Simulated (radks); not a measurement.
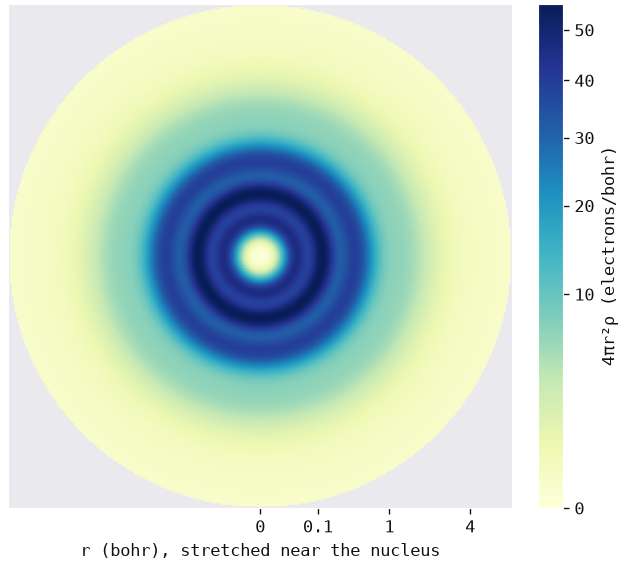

Figure 1. The radial density 4πr²ρ as a disc about the nucleus, with the radius drawn as r to the power 0.35. There are 3 maxima, at r = 0.0283, 0.125 and 0.413 bohr, parted by minima at 0.0582 and 0.264 bohr, inside which lie 2.1 and 11.1 electrons. The configuration has 5 principal shells, so not every shell has a maximum of its own.

# Rb: atomic calculation

System: a free Rb atom in the configuration [Kr] 5s1. The nucleus has an rms radius of 3.7034 fm.
Method: Dirac Kohn-Sham, BLYP, spin-unpolarised, spherical densities, finite nucleus (the in-house radial solver radks).

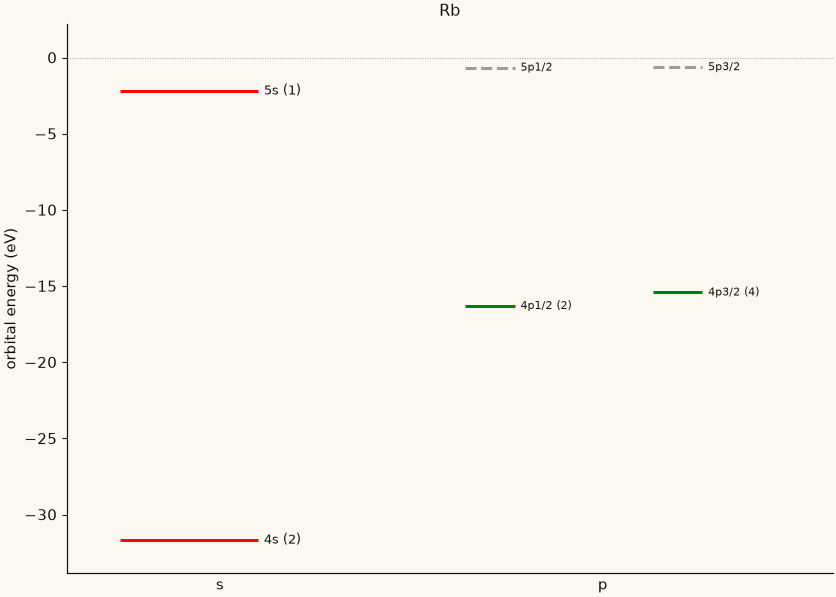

Figure 2. The outer levels are drawn by angular momentum (occupations in brackets, the lower j at the left of each column, empty levels dashed). The highest occupied level is 5s at −2.17 eV. From the top down the occupied levels run 5s (−2.17 eV), 4p3/2 (−15.4 eV), 4p1/2 (−16.3 eV), 4s (−31.6 eV). The lowest empty level drawn is 5p1/2 at −0.663 eV. Spin-orbit splittings: 5p 0.0297 eV, 4p 0.886 eV.

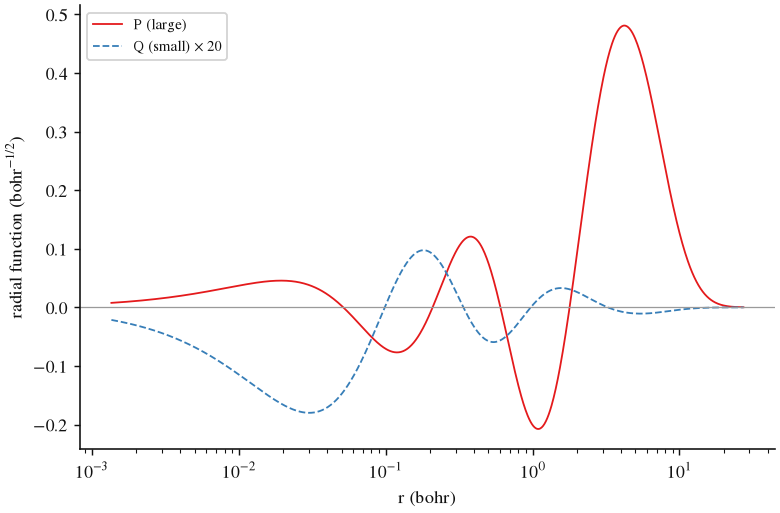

Figure 3. The large and small radial components of one occupied spinor. It is 5s1/2. The spinor has κ = −1: the large component has l = 0 and 4 radial nodes (r = 0.0514, 0.209, 0.605 and 1.79 bohr), the small one has l = 1. The small component carries 0.0013 % of the norm; ⟨r⟩ = 5.17 bohr and the eigenvalue is −2.17 eV. The nodes of P give n − l − 1 and its extent picks the shell; Q has as many nodes as P for κ < 0 and one more for κ > 0.

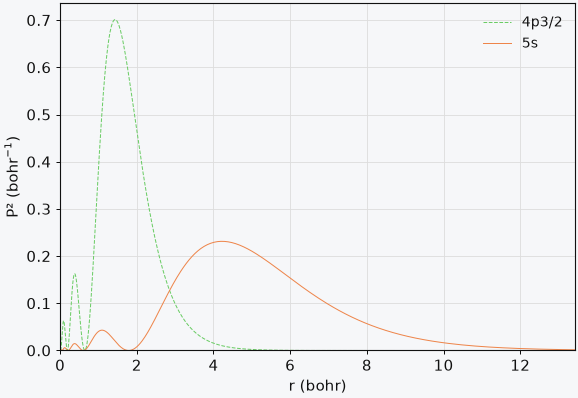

Figure 4. The radial probability densities P² (large components) of 4p3/2 and 5s. 4p3/2: outer maximum at 1.43 bohr, ⟨r⟩ = 1.74 bohr, 2 nodes, eigenvalue −15.4 eV; 5s: outer maximum at 4.22 bohr, ⟨r⟩ = 5.17 bohr, 4 nodes, eigenvalue −2.17 eV. The innermost lobes are too small to be seen at this scale.

These pictures come from the run below.

**Input file**
```
Z 37
configuration [Kr] 5s1 4d0 5p0
relativity Dirac
functional b88,lyp
spin unpolarised
j_filling average
nucleus finite rms 3.7034 fm
c 137.035999084
```

Energies in input and log are in hartree, lengths in bohr (the nuclear radius in fm).

**Output**
```
1s1/2   1   2.0000        -552.37666113
2s1/2   1   2.0000         -73.76871568
2p1/2   1   2.0000         -66.91822405
2p3/2   1   4.0000         -64.68286346
3s1/2   1   2.0000         -10.92930862
3p1/2   1   2.0000          -8.47601365
3p3/2   1   4.0000          -8.14010741
3d3/2   1   4.0000          -3.84491941
3d5/2   1   6.0000          -3.78790820
4s1/2   1   2.0000          -1.16304180
4p1/2   1   2.0000          -0.59912684
4p3/2   1   4.0000          -0.56655633
5s1/2   1   1.0000          -0.07960794
4d3/2   1   0.0000           0.00010472
4d5/2   1   0.0000           0.00010486
5p1/2   1   0.0000          -0.02437501
5p3/2   1   0.0000          -0.02328275
Etot -2981.8975204922262
Ekin 3066.952897045458
Encl -7199.462667021282
Eh 1251.8821881154392
Exc -101.26993863184066
err 2.5558653333948657e-09
it 17
```

**Orbitals**

| orbital | occupation | energy (eV) | ⟨r⟩ (bohr) | outer maximum (bohr) |
| --- | --- | --- | --- | --- |
| 1s | 2 | −15030.9 | 0.04029 | 0.0263 |
| 2s | 2 | −2007.3 | 0.1776 | 0.150 |
| 2p1/2 | 2 | −1820.9 | 0.1522 | 0.117 |
| 2p3/2 | 4 | −1760.1 | 0.1563 | 0.121 |
| 3s | 2 | −297.402 | 0.5106 | 0.451 |
| 3p1/2 | 2 | −230.644 | 0.5118 | 0.440 |
| 3p3/2 | 4 | −221.504 | 0.5223 | 0.449 |
| 3d3/2 | 4 | −104.626 | 0.5233 | 0.391 |
| 3d5/2 | 6 | −103.074 | 0.5271 | 0.394 |
| 4s | 2 | −31.648 | 1.454 | 1.26 |
| 4p1/2 | 2 | −16.303 | 1.704 | 1.41 |
| 4p3/2 | 4 | −15.417 | 1.744 | 1.43 |
| 5s | 1 | −2.166 | 5.166 | 4.22 |
| 5p1/2 | 0 | −0.663 | 7.796 | 6.19 |
| 5p3/2 | 0 | −0.634 | 7.963 | 6.33 |

**Slater integrals of the outer shells (hartree)**

```csv
integral,value
"F0(5s1/2,5s1/2)",0.1751
"F0(5s1/2,4p3/2)",0.2249
"G1(5s1/2,4p3/2)",0.0148
"F0(5s1/2,4p1/2)",0.2253
"G1(5s1/2,4p1/2)",0.0139
"F0(5s1/2,4s1/2)",0.2279
"G0(5s1/2,4s1/2)",0.0077
"F0(5s1/2,5p1/2)",0.1364
"G1(5s1/2,5p1/2)",0.0759
"F0(4p3/2,4p3/2)",0.5185
"F2(4p3/2,4p3/2)",0.2686
"F0(4p3/2,4p1/2)",0.5245
"F2(4p3/2,4p1/2)",0.2717
"G0(4p3/2,4p1/2)",0.5238
```

**Key numbers**

- outcome: converged
- total energy: −2981.8975 hartree
- kinetic energy: 3066.9529 hartree
- electron–nucleus energy: −7199.4627 hartree
- Hartree energy: 1251.8822 hartree
- exchange–correlation energy: −101.269939 hartree
- radius at density 0.001 e/bohr³: 4.54 bohr
- SCF iterations: 17
- hardware: 1 CPU thread, shared host

**Notes**

The nucleus was changed on purpose (rms radius × 0.881), so it needn't be that of the element.
